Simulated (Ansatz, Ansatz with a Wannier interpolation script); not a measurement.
**La2O3 (P-3m1): what limits a Wannier interpolation of GW**

Aim: vary the Wannier model and the GW settings for La2O3 (P-3m1) and see what the interpolated bands lose.

Method: maximally localised Wannier functions, LDA, plane waves, PAW, in Ansatz 0.2.0.

### Step 1. The structure

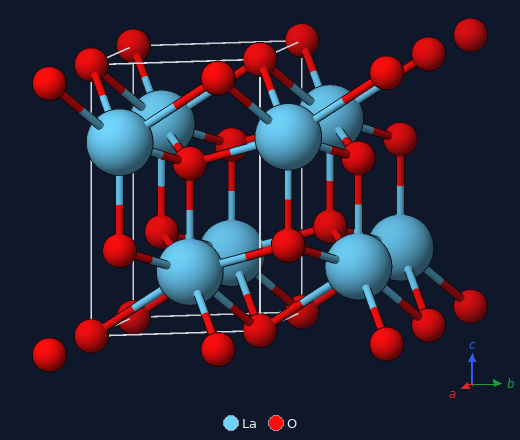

The cell as given, slightly off an axis (lanthanum blue, oxygen red). 2×2×1 cells are drawn. Bonds to atoms that aren't drawn are left out. Some periodic images of atoms are drawn too.

The cell and positions are those that the Materials Project relaxed with its own functionals (PBE, PBE+U or r2SCAN), kept fixed. Spin-orbit coupling is left out unless a step names it. The default PAW set here is soft_2. Its files were made with PBE.

### Step 2. Wannier model on 12×12×8

Localised functions give a small Hamiltonian that interpolates between mesh points at no cost.

Input file input.yaml:

```yaml
crystal:
  lattice:
    - [3.930777878, 0.0, 0.0]
    - [-1.965388939, 3.404153499, 0.0]
    - [0.0, 0.0, 6.11195352]
  atoms:
    - { symbol: La, position: [0.66666667, 0.33333333, 0.75376432] }
    - { symbol: La, position: [0.33333333, 0.66666667, 0.24623568] }
    - { symbol: O, position: [0.66666667, 0.33333333, 0.35410935] }
    - { symbol: O, position: [0.33333333, 0.66666667, 0.64589065] }
    - { symbol: O, position: [0.0, 0.0, 0.0] }
kpoints:
  mp_grid: { grid: [6, 6, 4] }
hamiltonian:
  xc: lda
scf:
  occupations: { method: fixed }
  n_extra_bands: 43
output:
  wannier:
    kmesh: [12, 12, 8]
    projections: [{ species: La, l: f, shell: 4 }, { species: O, l: p, shell: 2 }]
    minimise: true
    write_hr: true
    seedname: w
    conv_tol: 1.0e-07
    max_iter: 4000
    disentanglement:
      window: [6.12, 17.75]
      frozen_window: [6.12, 14.75]
      conv_tol: 1.0e-08
```

Command:

```console
ansatz run input.yaml --threads 3 --pin off --max-ram 55296MiB --backend cuda --events-out ev --progress --plain --runs-dir out --devices 1 --max-vram 18GiB  # rebuilt from the run's record
```

Numbers of over 12 decimals in the logs are rounded to 6 here.

Log:

```text
La: projections on atomic orbitals take those of the free atom [Kr 4d10] 4f0 5s2 5p6 5d1 6s2, of charge +0.00 (hamiltonian.pseudopotentials.projection_atoms); the dataset's partial waves leave at most 1.9e-5 of an orbital's norm unspanned inside its sphere
scf.n_extra_bands = 43 over 20 filled bands (N_el = 40.0): the run solves 63 bands
GPUs: using 1 of 1 available (devices: 1).
Engine: ansatz 0.2.0, x86_64-unknown-linux-gnu
Pseudopotentials: kind: paw
Pseudopotential: La, paw, valence charge 11, recommended cutoff 420 eV (normal), La.paw.azcp
Pseudopotential: O, paw, valence charge 6, recommended cutoff 420 eV (normal), O.paw.azcp
Functional definition: SPW92
  exchange = slater_x
  correlation = pw_c
device memory: the entry about to start is reckoned to put 1.7 GiB on a device that reports 33.8 GiB free (of which the cap on the GPU budget leaves the run 18.0 GiB)
GPU FFT provider: cuFFT
GPU libraries: cuBLAS 13.8.2, cuFFT 12.4.0, cuSOLVER 12.3.4
Crystal: 5 atoms, lattice volume = 81.784 Å³
Basis set: ecut = 420 eV, 1641 PW (Γ)
Bands: 63, of which v1, the nominal top of the filled ones, is band 20 counted from 1 (19 counted from 0)
Symmetry: 12 space group operations
Space group: P-3m1 (ITA 164), of the structure as read, at distance tolerance 4.3e-5 Å
k-points: 24 of 144
Non-local potential: La, projectors of the file, l = 0: 3, l = 1: 2, l = 2: 2, l = 3: 3
Non-local potential: O, projectors of the file, l = 0: 2, l = 1: 2, l = 2: 1
PAW form: soft (Blöchl's): semilocal exchange-correlation on the pseudo side does not see the compensation charge
PAW frozen core: La, regenerated for the run's functional, and the local potential with it (the file was generated under x = pbe(κ = 0.804, μ = 0.219515), c = pbe(β = 0.066725))
PAW frozen core: O, regenerated for the run's functional, and the local potential with it (the file was generated under x = pbe(κ = 0.804, μ = 0.219515), c = pbe(β = 0.066725))
PAW one-centre angular grid: La, 590 points (default); XC on 64 Gauss nodes
PAW one-centre angular grid: O, 110 points (default); XC on 64 Gauss nodes
Initial density: superposition of atomic densities (neutral atoms: chi_scale 0, normalization atom), corrected by the library's trained network
Initial wavefunctions: pseudopotential atomic-orbital guess
GPU buffer pool allocated for 32805 grid points (all kernels)
GPU transforms: local potential and band sums: pruned to the plane-wave sphere, on 25×27×45
Functional: x = slater, c = lda
SCF iter   1: F=—  HF=-13827.930477 eV  |F-HF|=—  |Δ(HF+E_count)|=         —  Δρ=1.61e-2  dr2=2.12e-1  ethr=1.77e-3  ⟨swp⟩=4.0  Hψ=4750  notcnv=0  defer=921
preconditioner: auto → Resta (q_TF=auto, 2.422 Å⁻¹)  ε∞=2.6  [insulator: Δε(μ)=3.556 eV  Ē_g=19.541 eV  n_scr=22 (ndim 8)  ℏωp=24.6 eV  f_vac=0.023  ε∞_Penn≈2.6]
[...]
SCF iter   6: F=—  HF=-13827.886114 eV  |F-HF|=—  |Δ(HF+E_count)|=   3.04e-5  Δρ=5.77e-5  dr2=2.54e-6  ethr=4.15e-8  ⟨swp⟩=2.7  Hψ=1979  notcnv=0  defer=938
SCF iter   7: F=-13827.886114 eV  HF=-13827.886114 eV  |F-HF|=1.46e-8  |Δ(HF+E_count)|=   2.78e-8  Δρ=7.79e-6  dr2=4.00e-8  ethr=2.50e-10  ⟨swp⟩=12.1  Hψ=11942  notcnv=0
SCF 1 converged in 7 iterations: F = -13827.886114 eV  dr2 = 4.00e-8
[...]
device memory: the entry about to start is reckoned to put 1.8 GiB (of the 1.9 GiB reckoned in all, the device holds 0.1 GiB already) on a device that reports 33.7 GiB free (of which the cap on the GPU budget leaves the run 17.9 GiB)
NSCF: frozen V_eff on 24 k-points, pencils in batches of 32, up to order 252
[...]
device memory: the entry about to start is reckoned to put 5.4 GiB on a device that reports 33.8 GiB free (of which the cap on the GPU budget leaves the run 18.0 GiB)
NSCF: frozen V_eff on 134 k-points, pencils in batches of 32, up to order 252
the Wannier pass solved 134 of the 1152 points of its mesh, and has the states at the others by symmetry: states obtained by the crystal's operations at points that were solved too leave a residual of 2.00e-13 eV (read by the count's bands and the next), within 1.11e-5 eV
SCF converged after 7 iterations
Free energy (F): -13827.886114 eV
Harris-Foulkes:  -13827.886114 eV  (|F-HF|=1.46e-8)
Internal energy: -13827.886114 eV  (E = F + TS)
E sigma→0 (E₀):  -13827.886114 eV
Fermi energy:    9.317329 eV
--- Per-component energies (eV) ---
  E_band       = -18.818266
  E_kinetic    = 907.396735
  E_local      = -1537.234972  (includes V_loc(G=0)·N_el)
  E_nonlocal   = 349.756717
  E_hartree    = 542.185347
  E_xc         = -496.557543
  E_vxc        = -577.548582  (∫ρ·V_xc dr)
  E_paw        = -10929.933464  (= ΣΔE_a)
  E_vpaw       = -245.564429  (= ΣTr[D̂ρ^β])
  E_aug_tail   = 0.007316  (compensation charges beyond the density's cutoff)
  E_ewald      = -2664.442448
  E_core_change = 0.936197  (= ΣΔE_core)
  E_smearing   = -0.000000  (= −TS)
  E_closure    = 0.000000  (closes the sum)
  Σ components = -13827.886114   (vs F -13827.886114, Δ=0.00e0)
--- Band table (eV; the first three rows and the last of 24) ---
  k-point 0: bands = [... 16 lower, 7.6129, 8.9238, 8.9238, 9.1941, 13.4488, 13.8237, 13.8237, 14.3511, ... 39 higher]
  k-point 1: bands = [... 16 lower, 7.9938, 8.8841, 8.9705, 8.9705, 13.6169, 13.8899, 13.8899, 14.3916, ... 39 higher]
  k-point 2: bands = [... 16 lower, 8.2891, 8.4905, 9.0235, 9.0235, 13.8736, 13.9504, 13.9504, 14.1694, ... 39 higher]
  k-point 23: bands = [... 16 lower, 8.7315, 9.0370, 9.0370, 9.1115, 13.4414, 14.0688, 14.1390, 14.1390, ... 39 higher]
Wannier search: line search 1 of at most 4000: gauge-dependent spread (as the search counts it) 8.7265032 Å², largest recent change 2.5e0 Å² and fall left 1.1e-2 Å² against conv_tol 1.0e-7 Å², 0 stops escaped
WARN: <dir> 492 periodic images of 492 elements of H(R) lie 4.88e-4 to 1.95e-3 Å beyond their element's nearest image, near the 9.77e-4 Å window within which an element is shared among its images; whether they share it moves the interpolated H(k) by 1.2e-3 eV (Frobenius norm, root mean square over the Brillouin zone); at the model's own mesh points H(k) does not change
```

Wall time 38 s (1 × NVIDIA H100 80GB HBM3 (shared by 4 runs) with 3 threads of AMD EPYC 7R13 (Zen 3), shared host); peak memory 1.8 GiB; 44 s of CPU time.

This step gave:

| Quantity | Value |
| --- | --- |
| gauge-invariant spread | 42.00 Å² |
| diagonal spread | 0.4523 Å² |
| off-diagonal spread | 7.509 Å² |
| total spread | 49.96 Å² |
| least projectability | 0.07447 |
| localisation steps | 52 |
| disentanglement steps | 314 |
| r.m.s. interpolation error | 7.50e-4 eV |
| r.m.s. error near the gap | 8.19e-4 eV |

Near the gap the model misses directly solved bands by 0.8 meV r.m.s. and by 10 meV at most in the window tested. This tests the starting bands, not the corrections carried with them.

### Step 3. Wannier model on 6×6×4

input.yaml, as its differences from that of step 2:

```diff
@@ -20,3 +20,3 @@
   wannier:
-    kmesh: [12, 12, 8]
+    kmesh: [6, 6, 4]
     projections: [{ species: La, l: f, shell: 4 }, { species: O, l: p, shell: 2 }]
```

Log:

```text
[...]
GPUs: using 1 of 1 available (devices: 1).
[...]
GPU FFT provider: cuFFT
GPU libraries: cuBLAS 13.8.2, cuFFT 12.4.0, cuSOLVER 12.3.4
Crystal: 5 atoms, lattice volume = 81.784 Å³
Basis set: ecut = 420 eV, 1641 PW (Γ)
Bands: 63, of which v1, the nominal top of the filled ones, is band 20 counted from 1 (19 counted from 0)
Symmetry: 12 space group operations
[...]
k-points: 24 of 144
[...]
GPU buffer pool allocated for 32805 grid points (all kernels)
[...]
SCF iter   1: F=—  HF=-13827.930477 eV  |F-HF|=—  |Δ(HF+E_count)|=         —  Δρ=1.61e-2  dr2=2.12e-1  ethr=1.77e-3  ⟨swp⟩=4.0  Hψ=4750  notcnv=0  defer=921
[...]
SCF iter   7: F=-13827.886114 eV  HF=-13827.886114 eV  |F-HF|=1.46e-8  |Δ(HF+E_count)|=   2.78e-8  Δρ=7.79e-6  dr2=4.00e-8  ethr=2.50e-10  ⟨swp⟩=12.1  Hψ=11942  notcnv=0
SCF 1 converged in 7 iterations: F = -13827.886114 eV  dr2 = 4.00e-8
[...]
NSCF: frozen V_eff on 24 k-points, pencils in batches of 32, up to order 252
[...]
SCF converged after 7 iterations
Free energy (F): -13827.886114 eV
[...]
Internal energy: -13827.886114 eV  (E = F + TS)
E sigma→0 (E₀):  -13827.886114 eV
Fermi energy:    9.317329 eV
[...]
--- Band table (eV; the first three rows and the last of 24) ---
  k-point 0: bands = [... 16 lower, 7.6129, 8.9238, 8.9238, 9.1941, 13.4488, 13.8237, 13.8237, 14.3511, ... 39 higher]
  k-point 1: bands = [... 16 lower, 7.9938, 8.8841, 8.9705, 8.9705, 13.6169, 13.8899, 13.8899, 14.3916, ... 39 higher]
  k-point 2: bands = [... 16 lower, 8.2891, 8.4905, 9.0235, 9.0235, 13.8736, 13.9504, 13.9504, 14.1694, ... 39 higher]
  k-point 23: bands = [... 16 lower, 8.7315, 9.0370, 9.0370, 9.1115, 13.4414, 14.0688, 14.1390, 14.1390, ... 39 higher]
[...]
```

Wall time 13 s (1 × NVIDIA H100 80GB HBM3 (shared by 4 runs) with 3 threads); peak memory 1.1 GiB; 12 s of CPU time.

Numbers from this step:

| Property | Result |
| --- | --- |
| gauge-invariant spread | 38.00 Å² |
| diagonal spread | 0.3741 Å² |
| off-diagonal spread | 6.852 Å² |
| total spread | 45.23 Å² |
| least projectability | 0.1692 |
| localisation steps | 63 |
| disentanglement steps | 91 |
| r.m.s. interpolation error | 0.004220 eV |
| r.m.s. error near the gap | 0.004606 eV |

Near the gap the model misses directly solved bands by 4.6 meV r.m.s. and by 39 meV at most in the window tested. This tests the starting bands, not the corrections carried with them.

Frozen up to 5.43 eV; above it the model need not follow the bands. The electronic bands at the labelled points (eV, zero at the valence-band top; v1 is the highest filled band, c1 the lowest empty one):

| point | v4 | v3 | v2 | v1 | c1 | c2 | c3 | c4 |
| --- | --- | --- | --- | --- | --- | --- | --- | --- |
| Γ | -1.70 | -0.39 | -0.39 | -0.12 | 4.13 | 4.51 | 4.51 | 5.03 |
| M | -0.73 | -0.64 | -0.42 | -0.30 | 3.75 | 4.59 | 5.06 | 5.10 |
| K | -0.84 | -0.84 | -0.81 | -0.09 | 3.73 | 4.64 | 4.64 | 4.89 |
| Γ | -1.70 | -0.39 | -0.39 | -0.12 | 4.13 | 4.51 | 4.51 | 5.03 |
| A | -1.03 | -0.83 | -0.29 | -0.29 | 4.56 | 4.63 | 4.63 | 4.85 |
| L | -0.96 | -0.73 | -0.36 | 0.00 | 4.30 | 4.49 | 4.94 | 5.09 |
| H | -0.59 | -0.28 | -0.28 | -0.21 | 4.12 | 4.75 | 4.82 | 4.82 |
| A | -1.03 | -0.83 | -0.29 | -0.29 | 4.56 | 4.63 | 4.63 | 4.85 |
| jump to L | -0.96 | -0.73 | -0.36 | 0.00 | 4.30 | 4.49 | 4.94 | 5.09 |
| M | -0.73 | -0.64 | -0.42 | -0.30 | 3.75 | 4.59 | 5.06 | 5.10 |
| jump to H | -0.59 | -0.28 | -0.28 | -0.21 | 4.12 | 4.75 | 4.82 | 4.82 |
| K | -0.84 | -0.84 | -0.81 | -0.09 | 3.73 | 4.64 | 4.64 | 4.89 |

The same for Kohn-Sham, solved directly:

| point | v4 | v3 | v2 | v1 | c1 | c2 | c3 | c4 |
| --- | --- | --- | --- | --- | --- | --- | --- | --- |
| Γ | -1.70 | -0.39 | -0.39 | -0.12 | 4.13 | 4.51 | 4.51 | 5.03 |
| M | -0.73 | -0.64 | -0.42 | -0.30 | 3.75 | 4.59 | 5.06 | 5.10 |
| K | -0.84 | -0.84 | -0.81 | -0.09 | 3.73 | 4.64 | 4.64 | 4.89 |
| Γ | -1.70 | -0.39 | -0.39 | -0.12 | 4.13 | 4.51 | 4.51 | 5.03 |
| A | -1.03 | -0.83 | -0.29 | -0.29 | 4.56 | 4.63 | 4.63 | 4.85 |
| L | -0.96 | -0.73 | -0.36 | 0.00 | 4.30 | 4.49 | 4.94 | 5.09 |
| H | -0.59 | -0.28 | -0.28 | -0.21 | 4.12 | 4.75 | 4.82 | 4.82 |
| A | -1.03 | -0.83 | -0.29 | -0.29 | 4.56 | 4.63 | 4.63 | 4.85 |
| L | -0.96 | -0.73 | -0.36 | 0.00 | 4.30 | 4.49 | 4.94 | 5.09 |
| M | -0.73 | -0.64 | -0.42 | -0.30 | 3.75 | 4.59 | 5.06 | 5.10 |
| H | -0.59 | -0.28 | -0.28 | -0.21 | 4.12 | 4.75 | 4.82 | 4.82 |
| K | -0.84 | -0.84 | -0.81 | -0.09 | 3.73 | 4.64 | 4.64 | 4.89 |

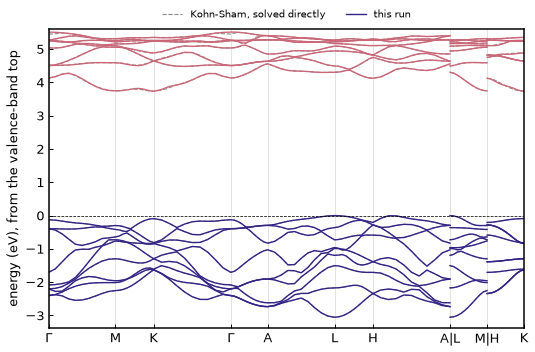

Electronic bands along the path; lines of filled and empty bands in two colours; dashed: Kohn-Sham, solved directly.

### Step 4. A faulty Wannier input

input.yaml, as its differences from that of step 3:

```diff
@@ -21,3 +21,3 @@
     kmesh: [6, 6, 4]
-    projections: [{ species: La, l: f, shell: 4 }, { species: O, l: p, shell: 2 }]
+    projections: [{ species: O, l: p, shell: 2 }]
     minimise: true
```

Log:

```text
La: projections on atomic orbitals take those of the free atom [Kr 4d10] 4f0 5s2 5p6 5d1 6s2, of charge +0.00 (hamiltonian.pseudopotentials.projection_atoms); the dataset's partial waves leave at most 1.9e-5 of an orbital's norm unspanned inside its sphere
scf.n_extra_bands = 43 over 20 filled bands (N_el = 40.0): the run solves 63 bands
GPUs: using 1 of 1 available (devices: 1).
Engine: ansatz 0.2.0, x86_64-unknown-linux-gnu
Pseudopotentials: kind: paw
Pseudopotential: La, paw, valence charge 11, recommended cutoff 420 eV (normal), La.paw.azcp
Pseudopotential: O, paw, valence charge 6, recommended cutoff 420 eV (normal), O.paw.azcp
Functional definition: SPW92
  exchange = slater_x
  correlation = pw_c
device memory: the entry about to start is reckoned to put 1.7 GiB on a device that reports 57.4 GiB free (of which the cap on the GPU budget leaves the run 18.0 GiB)
GPU FFT provider: cuFFT
GPU libraries: cuBLAS 13.8.2, cuFFT 12.4.0, cuSOLVER 12.3.4
Crystal: 5 atoms, lattice volume = 81.784 Å³
Basis set: ecut = 420 eV, 1641 PW (Γ)
Bands: 63, of which v1, the nominal top of the filled ones, is band 20 counted from 1 (19 counted from 0)
Symmetry: 12 space group operations
Space group: P-3m1 (ITA 164), of the structure as read, at distance tolerance 4.3e-5 Å
k-points: 24 of 144
Non-local potential: La, projectors of the file, l = 0: 3, l = 1: 2, l = 2: 2, l = 3: 3
Non-local potential: O, projectors of the file, l = 0: 2, l = 1: 2, l = 2: 1
PAW form: soft (Blöchl's): semilocal exchange-correlation on the pseudo side does not see the compensation charge
[...]
NSCF: frozen V_eff on 27 k-points, pencils in batches of 32, up to order 252
the Wannier pass solved 27 of the 144 points of its mesh, and has the states at the others by symmetry: states obtained by the crystal's operations at points that were solved too leave a residual of 2.25e-13 eV (read by the count's bands and the next), within 1.11e-5 eV
SCF converged after 7 iterations
Free energy (F): -13827.886114 eV
Harris-Foulkes:  -13827.886114 eV  (|F-HF|=1.46e-8)
Internal energy: -13827.886114 eV  (E = F + TS)
E sigma→0 (E₀):  -13827.886114 eV
Fermi energy:    9.317329 eV
--- Per-component energies (eV) ---
  E_band       = -18.818266
  E_kinetic    = 907.396735
  E_local      = -1537.234972  (includes V_loc(G=0)·N_el)
  E_nonlocal   = 349.756717
  E_hartree    = 542.185347
  E_xc         = -496.557543
  E_vxc        = -577.548582  (∫ρ·V_xc dr)
  E_paw        = -10929.933464  (= ΣΔE_a)
  E_vpaw       = -245.564429  (= ΣTr[D̂ρ^β])
  E_aug_tail   = 0.007316  (compensation charges beyond the density's cutoff)
  E_ewald      = -2664.442448
  E_core_change = 0.936197  (= ΣΔE_core)
  E_smearing   = -0.000000  (= −TS)
  E_closure    = 0.000000  (closes the sum)
  Σ components = -13827.886114   (vs F -13827.886114, Δ=0.00e0)
--- Band table (eV; the first three rows and the last of 24) ---
  k-point 0: bands = [... 16 lower, 7.6129, 8.9238, 8.9238, 9.1941, 13.4488, 13.8237, 13.8237, 14.3511, ... 39 higher]
  k-point 1: bands = [... 16 lower, 7.9938, 8.8841, 8.9705, 8.9705, 13.6169, 13.8899, 13.8899, 14.3916, ... 39 higher]
  k-point 2: bands = [... 16 lower, 8.2891, 8.4905, 9.0235, 9.0235, 13.8736, 13.9504, 13.9504, 14.1694, ... 39 higher]
  k-point 23: bands = [... 16 lower, 8.7315, 9.0370, 9.0370, 9.1115, 13.4414, 14.0688, 14.1390, 14.1390, ... 39 higher]
WARN: one of the run's output files is refused, and neither it nor the files that depend on it are written in full: <dir> frozen window holds 16 > num_wann = 9 bands at ik = 0 (ik counts from 0, the k-points of the .win, .mmn and .eig files from 1)
```

The job ended after 9.2 s (1 × NVIDIA H100 80GB HBM3 (shared by 4 runs) with 3 threads; peak memory 1 GiB).

The run ended with an error after its SCF cycle had converged; no result of it is taken.

The fault put into this input: trial orbitals that do not span the target bands.

[end of part 1 of 2]

[Paths, hosts, dates, memory and timing lines, banners, echoed tables and standing remarks are left out of the program output.]

[Logs are printed without paths, hosts, clocks, repeated set-up lines and the standing remarks that a program may print on its own settings, such as how far it seeks lower states.]

[Runs of the session that timed out or met a known fault of the program may be left out.]

[Hosts, paths, dates, database ids (printed as entryN), source tags and the programs' standing remarks are cut or masked in the printed files.]
